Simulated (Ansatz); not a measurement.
**Run report: CH7BFNO, nudged elastic band (part 1 of 2)**

CH7BFNO, computed with RKS r2SCAN-D4/6-31G* (Ansatz 0.2.0).

The run did not end well. One setting was made poor on purpose. It belongs to a series of runs on one base structure; here: band between the two ends.

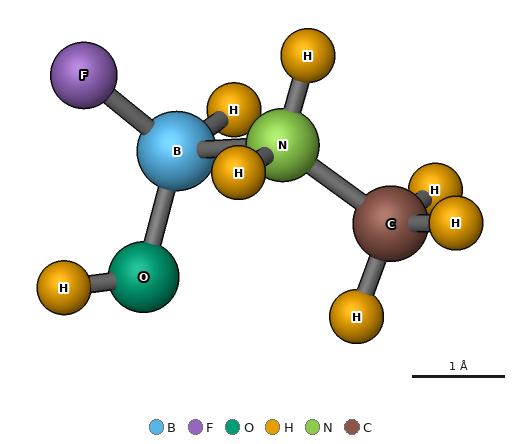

Fig. 1: The structure as given in the input (ball-and-stick view, seen at a tilt).

What the run reported:

```json
{"quantity": "outcome", "value": "not converged"}
{"quantity": "barrier, forward (band not converged)", "value": "1.380 eV"}
{"quantity": "barrier, backward", "value": "0.395 eV"}
{"quantity": "hardware", "value": "2 threads of Arm Neoverse V2, 24 GiB of memory available, shared host"}
{"quantity": "wall time", "value": "3.1 min (CPU time 6 min)"}
{"quantity": "peak memory", "value": "0.15 GiB"}
```

What went wrong:

The run did not converge: “NEB band did not converge after 10 iterations: max|band force component| = 1.64e0 eV/Å (threshold 5.0e-2); raise `neb.max_iterations` in a new run, which can start from the last band evaluated (`neb.initial_path`, with `crystal.atoms` and `neb.final_atoms` set to its first and last images), add images, or start from endpoints closer to local minima …” Its last values are not results. A deliberately poor setting: few iterations.

Input file:
```yaml
crystal:
  periodic: [false, false, false]
  atoms:
    - { symbol: B, position_ang: [-0.005228, 0.111591, -0.04128] }
    - { symbol: F, position_ang: [0.149556, -0.781806, 1.022208] }
    - { symbol: O, position_ang: [1.149012, 0.258473, -0.859181] }
    - { symbol: H, position_ang: [1.87628, -0.218609, -0.434172] }
    - { symbol: H, position_ang: [-1.058427, 0.032714, -0.64857] }
    - { symbol: "N", position_ang: [-0.169011, 1.600203, 0.789564] }
    - { symbol: H, position_ang: [0.65753, 1.701317, 1.383505] }
    - { symbol: C, position_ang: [-0.291451, 2.750354, -0.12942] }
    - { symbol: H, position_ang: [-1.192475, 2.606344, -0.730742] }
    - { symbol: H, position_ang: [-0.346228, 3.703709, 0.406909] }
    - { symbol: H, position_ang: [0.576698, 2.727386, -0.79112] }
    - { symbol: H, position_ang: [-0.975455, 1.539023, 1.414398] }
basis:
  gaussian: { orbitals: "6-31G*" }
hamiltonian:
  xc: r2scan
  dispersion: d4
neb:
  order_check: false
  images: 7
  f_tol: 0.05
  max_iterations: 10
  final_atoms:
    - { symbol: B, position_ang: [0.55189964, 0.47187387, -0.46249061] }
    - { symbol: F, position_ang: [-1.41520418, 0.49832118, 1.76439216] }
    - { symbol: O, position_ang: [1.65343346, -0.31264822, -0.25227989] }
    - { symbol: H, position_ang: [1.58403348, -1.14701321, -0.73288743] }
    - { symbol: H, position_ang: [-0.34403321, 0.1620668, -1.19869379] }
    - { symbol: "N", position_ang: [0.47097284, 1.69278776, 0.26458479] }
    - { symbol: H, position_ang: [1.30037403, 1.99411585, 0.76866045] }
    - { symbol: C, position_ang: [-0.5047259, 2.74731546, 0.00212527] }
    - { symbol: H, position_ang: [-1.38620086, 2.29781502, -0.46184719] }
    - { symbol: H, position_ang: [-0.82338574, 3.22381395, 0.93644287] }
    - { symbol: H, position_ang: [-0.10623186, 3.51854814, -0.67032441] }
    - { symbol: H, position_ang: [-0.61013071, 0.88370239, 1.42441678] }
  initial_path:
    images:
      - { positions_ang: [[-0.005228, 0.111591, -0.04128], [0.149556, -0.781806, 1.022208], [1.149012, 0.258473, -0.859181], [1.87628, -0.218609, -0.434172], [-1.058427, 0.032714, -0.64857], [-0.169011, 1.600203, 0.789564], [0.65753, 1.701317, 1.383505], [-0.291451, 2.750354, -0.12942], [-1.192475, 2.606344, -0.730742], [-0.346228, 3.703709, 0.406909], [0.576698, 2.727386, -0.79112], [-0.975455, 1.539023, 1.414398]] }
      - { positions_ang: [[-0.01252186, 0.08758096, -0.0587693], [0.08510044, -0.61641991, 1.15455388], [1.16579591, 0.20196257, -0.83497312], [1.78075958, -0.39223831, -0.57132788], [-1.05310192, 0.0490551, -0.67307842], [-0.10813615, 1.6282255, 0.74667245], [0.60106526, 1.73646457, 1.43952527], [-0.30215449, 2.78292729, -0.14075728], [-1.03747081, 2.59490923, -0.8507265], [-0.56772108, 3.61387052, 0.37628142], [0.55574274, 2.9506943, -0.64276641], [-0.73655662, 1.39366719, 1.4374649]] }
      - { positions_ang: [[-0.01981573, 0.06357093, -0.07625859], [0.02064488, -0.45103383, 1.28689975], [1.18257982, 0.14545214, -0.81076525], [1.68523916, -0.56586763, -0.70848375], [-1.04777684, 0.06539619, -0.69758685], [-0.04726129, 1.656248, 0.7037809], [0.54460052, 1.77161214, 1.49554553], [-0.31285799, 2.81550057, -0.15209455], [-0.88246662, 2.58347447, -0.970711], [-0.78921415, 3.52403205, 0.34565383], [0.53478748, 3.1740026, -0.49441282], [-0.49765823, 1.24831137, 1.46053179]] }
      - { positions_ang: [[-0.02710959, 0.03956089, -0.09374789], [-0.04381068, -0.28564774, 1.41924563], [1.19936372, 0.08894171, -0.78655737], [1.58971874, -0.73949694, -0.84563963], [-1.04245175, 0.08173729, -0.72209527], [0.01361356, 1.68427049, 0.66088935], [0.48813578, 1.80675971, 1.5515658], [-0.32356148, 2.84807386, -0.16343183], [-0.72746242, 2.5720397, -1.0906955], [-1.01070723, 3.43419357, 0.31502625], [0.51383222, 3.3973109, -0.34605923], [-0.25875985, 1.10295556, 1.48359869]] }
      - { positions_ang: [[-0.03440346, 0.01555085, -0.11123718], [-0.10826625, -0.12026166, 1.5515915], [1.21614763, 0.03243128, -0.7623495], [1.49419831, -0.91312625, -0.9827955], [-1.03712667, 0.09807839, -0.7466037], [0.07448841, 1.71229299, 0.61799781], [0.43167104, 1.84190728, 1.60758606], [-0.33426498, 2.88064715, -0.1747691], [-0.57245823, 2.56060494, -1.21068], [-1.2322003, 3.3443551, 0.28439866], [0.49287696, 3.62061919, -0.19770564], [-0.01986147, 0.95759974, 1.50666558]] }
      - { positions_ang: [[0.11217232, 0.12963161, -0.19905054], [-0.43500073, 0.03438405, 1.60479167], [1.32546909, -0.0538386, -0.6348321], [1.51665711, -0.97159799, -0.92031848], [-0.86385331, 0.11407549, -0.85962622], [0.17360952, 1.70741668, 0.52964455], [0.64884678, 1.87995942, 1.39785466], [-0.37688021, 2.84731423, -0.13054551], [-0.77589389, 2.49490746, -1.02347179], [-1.12999666, 3.31421981, 0.44740971], [0.34309975, 3.59510143, -0.31586033], [-0.16742878, 0.93912541, 1.48610338]] }
      - { positions_ang: [[0.25874809, 0.24371236, -0.2868639], [-0.76173521, 0.18902976, 1.65799183], [1.43479054, -0.14010847, -0.50731469], [1.5391159, -1.03006973, -0.85784147], [-0.69057994, 0.1300726, -0.97264874], [0.27273062, 1.70254038, 0.4412913], [0.86602253, 1.91801156, 1.18812326], [-0.41949544, 2.8139813, -0.08632192], [-0.97932954, 2.42920998, -0.83626359], [-1.02779302, 3.28408452, 0.61042076], [0.19332255, 3.56958367, -0.43401502], [-0.31499609, 0.92065107, 1.46554118]] }
      - { positions_ang: [[0.40532387, 0.35779312, -0.37467726], [-1.0884697, 0.34367547, 1.711192], [1.544112, -0.22637834, -0.37979729], [1.56157469, -1.08854147, -0.79536445], [-0.51730657, 0.1460697, -1.08567126], [0.37185173, 1.69766407, 0.35293804], [1.08319828, 1.95606371, 0.97839186], [-0.46211067, 2.78064838, -0.04209832], [-1.1827652, 2.3635125, -0.64905539], [-0.92558938, 3.25394923, 0.77343181], [0.04354534, 3.5440659, -0.55216972], [-0.4625634, 0.90217673, 1.44497898]] }
      - { positions_ang: [[0.55189964, 0.47187387, -0.46249061], [-1.41520418, 0.49832118, 1.76439216], [1.65343346, -0.31264822, -0.25227989], [1.58403348, -1.14701321, -0.73288743], [-0.34403321, 0.1620668, -1.19869379], [0.47097284, 1.69278776, 0.26458479], [1.30037403, 1.99411585, 0.76866045], [-0.5047259, 2.74731546, 0.00212527], [-1.38620086, 2.29781502, -0.46184719], [-0.82338574, 3.22381395, 0.93644287], [-0.10623186, 3.51854814, -0.67032441], [-0.61013071, 0.88370239, 1.42441678]] }
```

Launch command:
```bash
ansatz run input.yaml --threads 2 --pin off --max-ram 3072MiB --backend cpu --events-out ev --progress --plain --runs-dir out
```

What the program printed:
```
Engine: ansatz 0.2.0, aarch64-unknown-linux-gnu
Functional definition: r2SCAN
  parameter k0 = 0.174
  parameter k1 = 0.065
  parameter a1 = 4.9479
  exchange = r2scan_x(k0 = k0, k1 = k1, a1 = a1)
  correlation = r2scan_c
1071 factors; their error is unknown
mean field evaluation 1: about -8071.9777 eV, gradient 6.6e1 eV
mean field evaluation 2: about -8062.7899 eV, gradient 9.5e1 eV
mean field evaluation 4: about -8079.8520 eV, gradient 4.2e0 eV
mean field evaluation 8: about -8079.8219 eV, gradient 3.4e-1 eV
mean field evaluation 16: about -8079.8221 eV, gradient 1.2e-5 eV
mean field -8079.82207713 eV, -296.9279846344 hartree, gradient 1.2e-5 eV, S^2 0.000000; 0 other end points of the search recorded, 0 dependent functions left out
the calculation of the forces begins
reference -8079.82208340 eV, -296.9279848648 hartree; 21, 21 occupied and 68, 68 virtual orbitals, 1071 factors
1071 factors; their error is unknown
mean field evaluation 32: about -8078.8388 eV, gradient 2.6e-3 eV
mean field -8078.83875166 eV, -296.8918480900 hartree, gradient 9.7e-6 eV, S^2 0.000000; 0 other end points of the search recorded, 0 dependent functions left out
[... from here on the field's lines of each further geometry are left out, up to the last ...]
NEB iter   1: max|band force component| = 7.684e0 eV/Å  barrier→ = 5.7201 eV  barrier← = 4.7352 eV  Δτ_max = 0.2000 Å  (251 SCF iters)
NEB iter   2: max|band force component| = 2.601e0 eV/Å  barrier→ = 3.1874 eV  barrier← = 2.2025 eV  Δτ_max = 0.2000 Å  (238 SCF iters)
NEB iter   3: max|band force component| = 2.097e0 eV/Å  barrier→ = 2.2808 eV  barrier← = 1.2959 eV  Δτ_max = 0.1927 Å  (219 SCF iters)
NEB iter   4: max|band force component| = 1.329e0 eV/Å  barrier→ = 1.6942 eV  barrier← = 0.7093 eV  Δτ_max = 0.1950 Å  (203 SCF iters)
NEB iter   5: max|band force component| = 1.493e0 eV/Å  barrier→ = 1.4403 eV  barrier← = 0.4554 eV  Δτ_max = 0.0999 Å  (199 SCF iters)
NEB iter   6: max|band force component| = 1.386e0 eV/Å  barrier→ = 1.4267 eV  barrier← = 0.4418 eV  Δτ_max = 0.1011 Å  (202 SCF iters)
NEB iter   7: max|band force component| = 8.380e-1 eV/Å  barrier→ = 1.3659 eV  barrier← = 0.3810 eV  Δτ_max = 0.1983 Å  (199 SCF iters)
NEB iter   8: max|band force component| = 1.102e0 eV/Å  barrier→ = 1.3142 eV  barrier← = 0.3293 eV  Δτ_max = 0.1003 Å  (210 SCF iters)
NEB iter   9: max|band force component| = 2.943e-1 eV/Å  barrier→ = 1.3030 eV  barrier← = 0.3181 eV  CI = image 5  Δτ_max = 0.2000 Å  (201 SCF iters)
the calculation of the forces begins
reference -8078.77674311 eV, -296.8895693176 hartree; 21, 21 occupied and 68, 68 virtual orbitals, 1071 factors
these checks for a lower state are left out or cut short: starts, cluster_reference, orbital_swaps, neighbouring_geometries, increment
1071 factors; their error is unknown
mean field -8078.82745744 eV, -296.8914330351 hartree, gradient 1.9e-5 eV, S^2 0.000000; 0 other end points of the search recorded, 0 dependent functions left out
the calculation of the forces begins
reference -8078.82746372 eV, -296.8914332656 hartree; 21, 21 occupied and 68, 68 virtual orbitals, 1071 factors
NEB iter  10: max|band force component| = 1.641e0 eV/Å  barrier→ = 1.3797 eV  barrier← = 0.3948 eV  CI = image 5  Δτ_max = 0.1005 Å  (204 SCF iters)
```

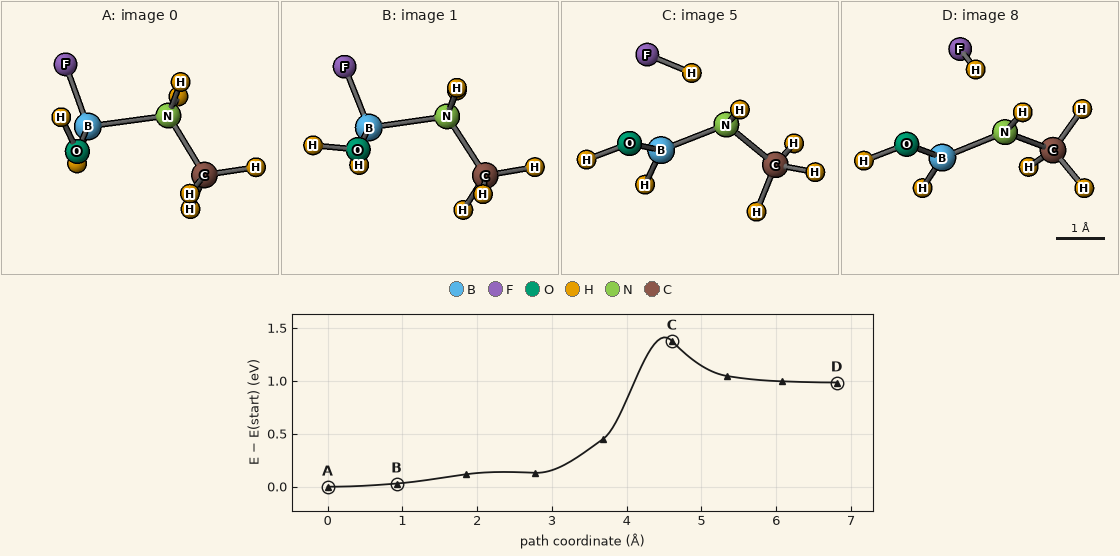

Fig. 2: Images of the last band (counted from 0; ball-and-stick, seen at a tilt) above the energy along the path; the line is a cubic interpolation that uses the forces. The highest image is number 5, 1.380 eV above the start and 0.395 eV above the end (the climbing image); the end lies 0.985 eV above the start. The path is 6.81 Å long. The band had not converged after 10 iterations.
